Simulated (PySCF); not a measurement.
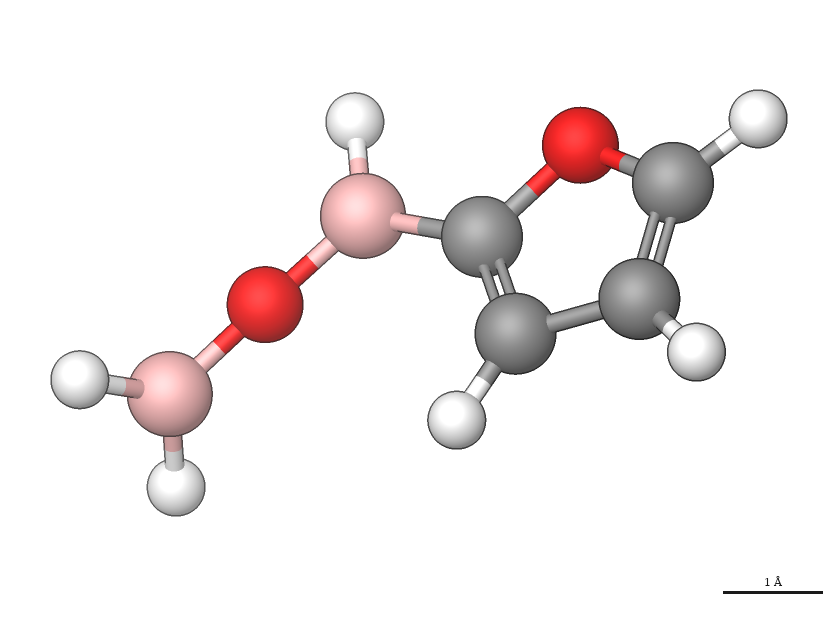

Ball-and-stick drawing of a structure. Multiple sticks mark multiple bonds (one Kekulé form). Colours: boron pink, oxygen red, carbon grey, hydrogen white.

Computed geometry: PBE0-D3(BJ)/def2-SVP optimisation. No frequency run is at hand to confirm it as a minimum.

What does the picture show?

It has 14 atoms: 4 carbon, 6 hydrogen, 2 boron and 2 oxygen (C₄H₆B₂O₂). SMILES: `BOBc1ccco1`. Independent rings (smallest set): 1 of 5 members, 1 of them aromatic. Among its groups: B–H bond. The point group is Cs. Coordination: 2 B trigonal planar; 1 O linear; 4 C trigonal planar; 1 O bent.

The parts below concern this one geometry. Atoms keep their numbers from picture to picture.

Shape

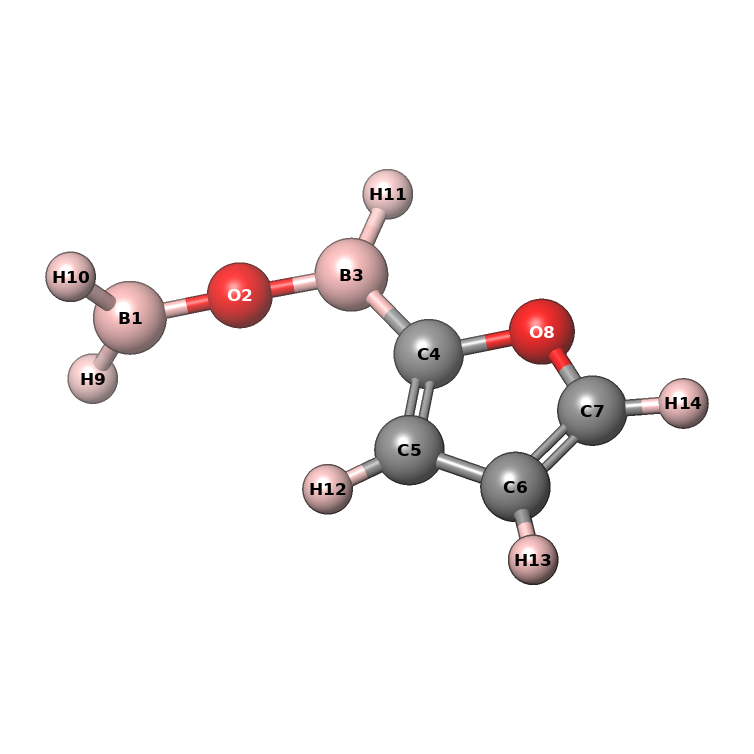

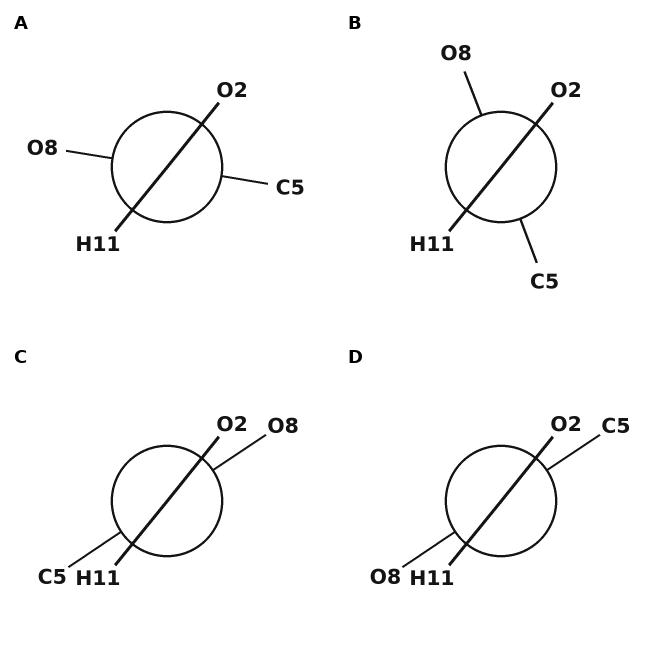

Atoms fade into the background with distance from the viewer. Bonds that would overlap in a projection are set slightly apart. No frequency run is at hand to confirm it as a minimum.

Which Newman projection shows the view along B3–C4, with B3 in front?

D. The torsion angle O2–B3–C4–O8 is 180°, antiperiplanar (anti).

Ring current

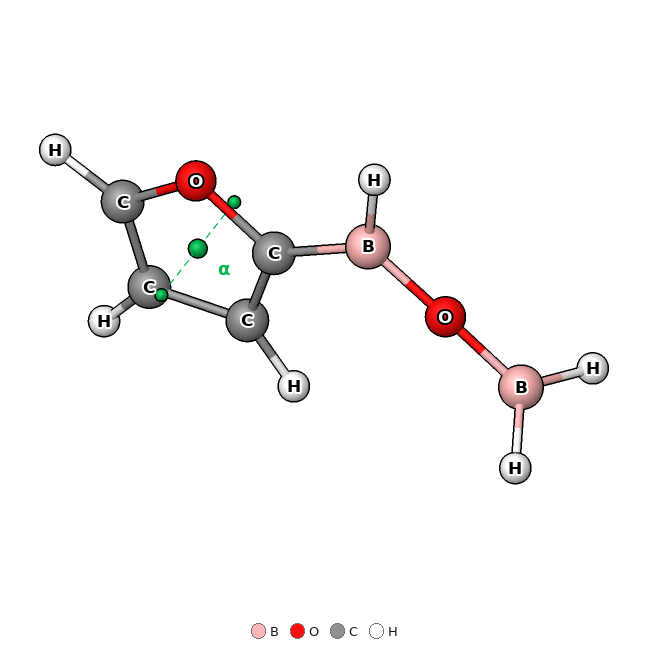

The small points mark where nucleus-independent chemical shifts (NICS) were computed: at the centre of each lettered ring and 1 Å above and below it. No frequency run is at hand to confirm it as a minimum. Level of theory: GIAO PBE0/pcSseg-1 NMR shielding, non-relativistic, IEF-PCM chloroform (PySCF 2.14.0).

Give NICS(0), NICS(1) and the out-of-plane component NICS(1)zz for each ring (means of the two sides).

| ring | members | NICS(0) | NICS(1) | NICS(1)zz |
| --- | --- | --- | --- | --- |
| α | C4O | −11.4 | −10.8 | −27.7 |

Values in ppm.

What do the values say about the ring currents?

Ring α: diatropic, as in an aromatic ring. NICS is one index among several.

Levels of theory compared

No frequency run is at hand to confirm it as a minimum. Program: PySCF 2.14.0.

Compare HOMO–LUMO gap (eV) at these levels: CAM-B3LYP/def2-SVPD; CAM-B3LYP/def2-SVPD in chloroform (IEF-PCM); CAM-B3LYP/def2-SVPD in dichloromethane (IEF-PCM); PBE0/pcSseg-1 in chloroform (IEF-PCM); PBE0/pcSseg-1 in dichloromethane (IEF-PCM).

```csv
level,HOMO–LUMO gap (eV)
CAM-B3LYP/def2-SVPD,7.91
CAM-B3LYP/def2-SVPD in chloroform (IEF-PCM),7.88
CAM-B3LYP/def2-SVPD in dichloromethane (IEF-PCM),7.88
PBE0/pcSseg-1 in chloroform (IEF-PCM),5.63
PBE0/pcSseg-1 in dichloromethane (IEF-PCM),5.62
```

Charges

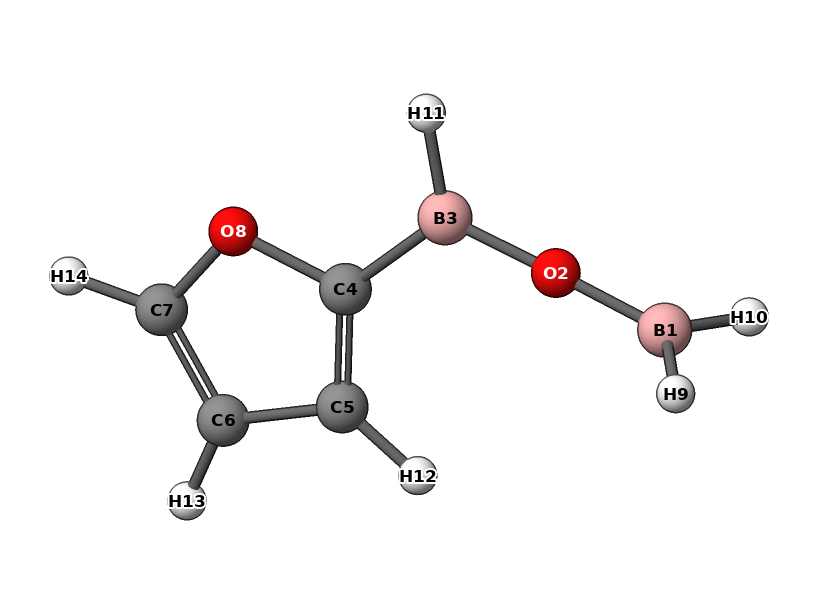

The questions are on Mulliken charges. No frequency run is at hand to confirm it as a minimum. Method: PBE0/pcSseg-1 in chloroform (IEF-PCM) (PySCF 2.14.0).

Which atom carries the highest charge (most positive or least negative)?

B3 (0.41 e).

And the lowest?

O8 (−0.39 e).

List the Mulliken charges.

| atom | value (e) |
| --- | --- |
| B1 | 0.27 |
| O2 | −0.38 |
| B3 | 0.41 |
| C4 | 0.00 |
| C5 | −0.13 |
| C6 | −0.18 |
| C7 | 0.17 |
| O8 | −0.39 |
| H9 | −0.05 |
| H10 | −0.05 |
| H11 | −0.03 |
| H12 | 0.12 |
| H13 | 0.12 |
| H14 | 0.13 |

NMR shielding

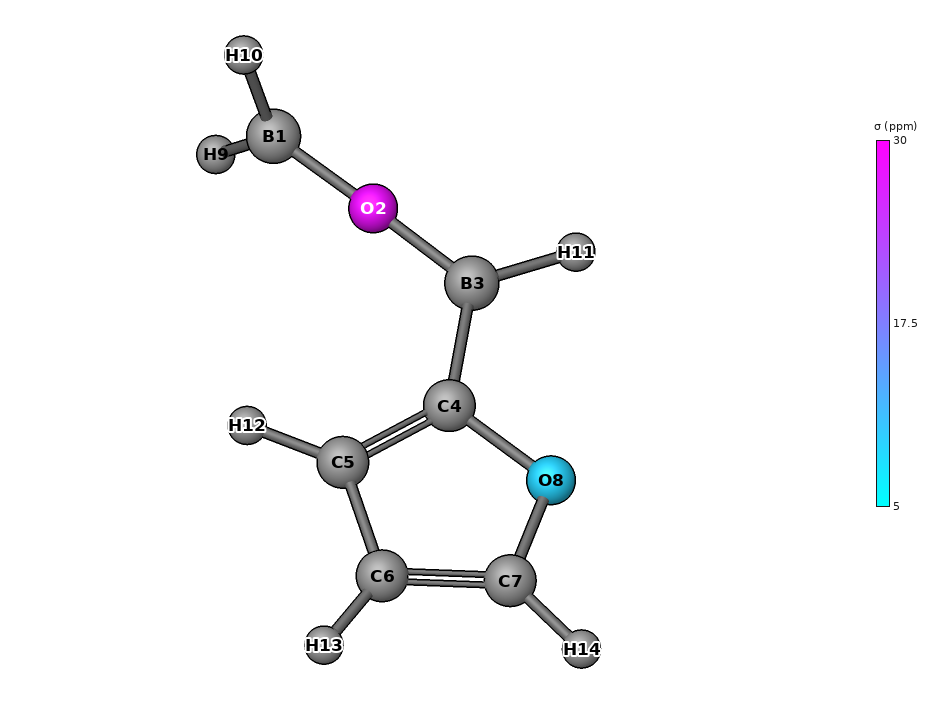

Atoms are coloured by their isotropic NMR shieldings (O only, the others grey). No frequency run is at hand to confirm it as a minimum. Level of theory: GIAO PBE0/pcSseg-1 NMR shielding, non-relativistic, IEF-PCM chloroform (PySCF 2.14.0).

List the isotropic NMR shieldings of the O atoms.

| atom | σ (ppm) |
| --- | --- |
| O2 | 28.3 |
| O8 | 9.2 |

Mulliken values depend strongly on the basis set and can even reverse the polarity of a bond.
